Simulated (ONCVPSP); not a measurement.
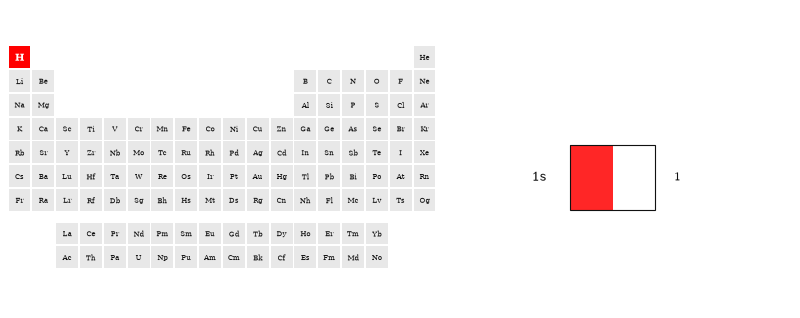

Left, the place of hydrogen in the periodic table; right, the valence shells of the reference configuration: a box for each of the 2l + 1 orbitals, shaded by the share of the shell that is filled, with the electron count at the right.

# Pseudopotential generation for H

System: hydrogen (H, Z = 1), core none, reference valence 1s1, valence charge 1.
Method: ONCV potential, PBEsol, scalar-relativistic, made with ONCVPSP 4.0.1.

Input:
```
# ATOM AND REFERENCE CONFIGURATION
# atsym  z   nc   nv     iexc    psfile
  H 1.00    0    1  -116133      upf
#
#   n    l    f
    1    0    1.00
#
# PSEUDOPOTENTIAL AND OPTIMIZATION
# lmax
    0
#
#   l,   rc,      ep,       ncon, nbas, qcut
    0    1.55    0.00    4    7    5.80
#
# LOCAL POTENTIAL
# lloc, lpopt,  rc(5),   dvloc0
    0    5    1.55    0.00
#
# VANDERBILT-KLEINMAN-BYLANDER PROJECTORs
# l, nproj, debl
    0    0    2.50
#
# MODEL CORE CHARGE
# icmod, fcfact, rcfact
    0    0.00    0.00
#
# LOG DERIVATIVE ANALYSIS
# epsh1, epsh2, depsh
   -2.00    5.00    0.02
#
# OUTPUT GRID
# rlmax, drl
    6.00    0.01
#
# TEST CONFIGURATIONS
# ncnf
    1
# nvcnf
#   n    l    f
    1
    1    0    0.50
#
```

Launched with:
```bash
oncvpsp.x < H.dat > H.out
```

The program's output (extracts):
```
ONCVPSP  (Optimized Norm-Conservinng Vanderbilt PSeudopotential)
scalar-relativistic version 4.0.1

#   n    l    f        energy (Ha)
    1    0    1.00    -2.3269623E-01

Reference configufation results
  iterations    20
  all-electron total energy (Ha)   -4.49898245D-01

Begin loop to  construct optimized pseudo wave functions
and semi-local pseudopoentials for all angular momenta

Calculating optimized projector #   1

 for l=   0

    Fraction of norm inside rc  0.543792
    Optimizing pswf for qcut=   5.80 a_B^-1,  ecut=  16.84 Ha
    Residual kinetic energy error=  2.45D-05 Ha

    Energy error per electron        Cutoff
         Ha          eV             Ha
         0.01000     0.27211        6.09
         0.00100     0.02721       10.60
         0.00010     0.00272       14.47
         0.00001     0.00027       26.27

Construct Vanderbilt / Kleinmman-Bylander projectors

Pseudoatom total energy   -0.448829

Diagnostic tests using Vanderbilt-Kleinman-Bylander pseudopotentials
  1 or more projectors used as specified by nproj input data

   l    rcore       rmatch      e in        delta e   norm test  slope test

   0   1.5519534   1.5990740  -0.2326962  -0.0000008   0.9999995   1.0000059

 Testing for bound ghosts
   n   l    E NL Schr. Eq   E Basis Diag.   E Cutoff

 Testing for highly-localized positive-energy ghosts
       l    <radius>/rc     E Basis Diag.   E Cutoff

Test configuration 0

   n   l     f        eae           eps        diff
   1   0  1.0000   -0.23269623   -0.23269704   -8.14D-07

    Total energies and differences
      AE_ref= -4.49898245D-01  AE_tst= -4.49898245D-01  dif=  0.00D+00
      PS_ref= -4.48828540D-01  PS_tst= -4.48828540D-01  dif=  1.11D-16
      PSP excitation error= -1.11D-16

Test configuration 1

   n   l     f        eae           eps        diff
   1   0  0.5000   -0.45654404   -0.45574634    7.98D-04

    Total energies and differences
      AE_ref= -4.49898245D-01  AE_tst= -2.78739186D-01  dif=  1.71D-01
      PS_ref= -4.48828540D-01  PS_tst= -2.77806549D-01  dif=  1.71D-01
      PSP excitation error=  1.37D-04
```

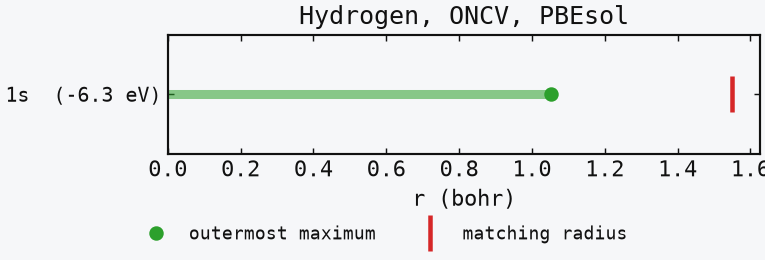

Outer shells of the all-electron reference atom: each bar runs from the outermost node (or the nucleus) to the outermost maximum of u(r); the tick is the radius chosen for the pseudo-wave. Shells without a tick have no pseudo-wave of their own. Levels, nodes and maxima are from ld1.x, scalar-relativistic.

- Radii against the shells: 1s: 1.55 bohr, outside the maximum.

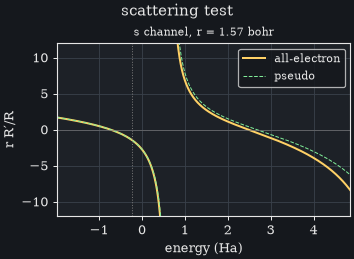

Logarithmic derivatives r R′/R at the test radius against energy, all-electron atom (solid) and pseudo-atom (dashed). Here R(r) is the radial function. The dotted line marks the reference energy of the channel. Not drawn: p: not judged; d: not judged; f: not judged.

- Ghost states: the plot shows none: pseudo and all-electron curves have the same branches in all channels drawn. The separate test gives: no bound ghost flagged; no localised positive-energy state flagged.
- Poles, where the radial function vanishes at the test radius: s: all-electron at 0.6 Ha, pseudo at 0.6 Ha.
- Zeros of the logarithmic derivative: s: all-electron -0.7 and 2.5 Ha, pseudo -0.7 and 2.7 Ha.

Key numbers:

- outcome: generated
- cutoffs needed: 11 Ha and 14 Ha (the cutoffs at which the residual kinetic energy of the hardest occupied pseudo-wave falls to 1 and 0.1 mHa per electron)
- ghost test: no bound ghost flagged; no localised positive-energy state flagged
- range over which the phases arctan(r R′/R) at the test radius agree within 0.05 rad (a looser test near the poles than one of phase shifts): s: up to about 1.5 Ha; p: not judged, local potential alone; d: not judged, local potential alone; f: not judged, local potential alone
- hardware: 1 CPU thread, shared host
- wall time: 0.58 s
